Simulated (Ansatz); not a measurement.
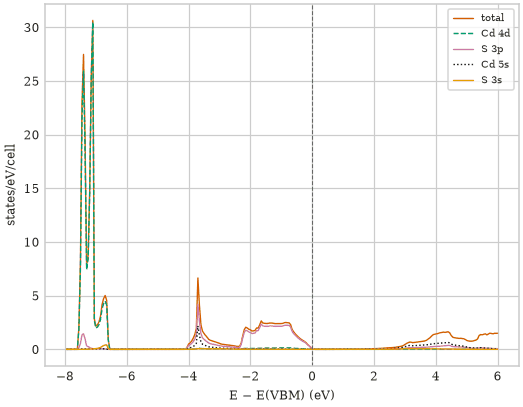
Figure. Total and projected density of states of CdS (zinc blende, F-43m), PBE in the plane-wave PAW code Ansatz

**Question.** Which orbitals carry the states next to the gap?

**Answer.** Top 1 eV of the valence band: S 3p 90 %, Cd 4d 6 %. Bottom 1 eV of the conduction band: Cd 5s 57 %, S 3p 21 %, S 3s 20 %. Projections are on Löwdin-orthogonalised atomic valence shells; empty p or d shells of many metals are not among them.

**Question.** Where is the tallest occupied peak in this window, and what makes it?

**Answer.** Near -7.1 eV, about 31 states/eV per cell; the largest projected share is Cd 4d.

Symmetry was held in the PBE relaxation. Scalar-relativistic: spin–orbit coupling is off unless named, which matters more the heavier the elements.

Potentials: the later of the program's two PAW sets.
